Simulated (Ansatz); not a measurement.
## Au under a change: Au → W

Consider Au in the fcc (Cu type) structure (space group Fm-3m, No. 225; a = 4.124 Å).

The change: full substitution Au → W, then cell and atoms are relaxed.

Method: DFT with r2SCAN, PAW potentials and a 500 eV plane-wave cutoff in Ansatz (an electronic-structure program), scalar-relativistic without spin-orbit coupling, earlier PAW set. k-mesh 20×20×20 (Γ-centred); smearing 0.05 eV (Fermi–Dirac), for the changed cell.

The volume per atom falls by 1.319 Å³, from 17.53 Å³ to 16.22 Å³ and the density grows by 0.173 g/cm³, from 18.65 g/cm³ to 18.83 g/cm³. The lattice parameter a drops by 0.106 Å, from 4.124 Å to 4.018 Å and the space group stays Fm-3m (No. 225). The shortest interatomic distance shrinks by 0.075 Å (2.916 Å → 2.841 Å) and the band gap remains zero.

Final structure:

```
W
1.0
    0.00000     2.00895     2.00895
    2.00895     0.00000     2.00895
    2.00895     2.00895     0.00000
W
1
Direct
  0.00000   0.00000   0.00000
```

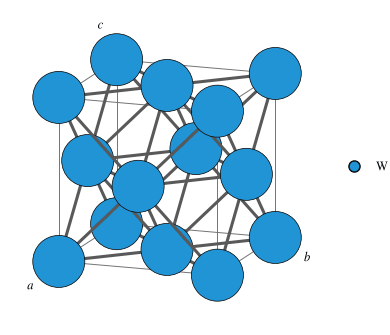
Fig. 1. The relaxed conventional cell after the change

Cost of the whole job for the changed cell (relaxation, final SCF and bands): about 80 core-seconds (a rough figure).

Whether these cells are dynamically stable was not tested. All final runs are without spin polarisation. This is not the structure that W has at room temperature and ambient pressure.
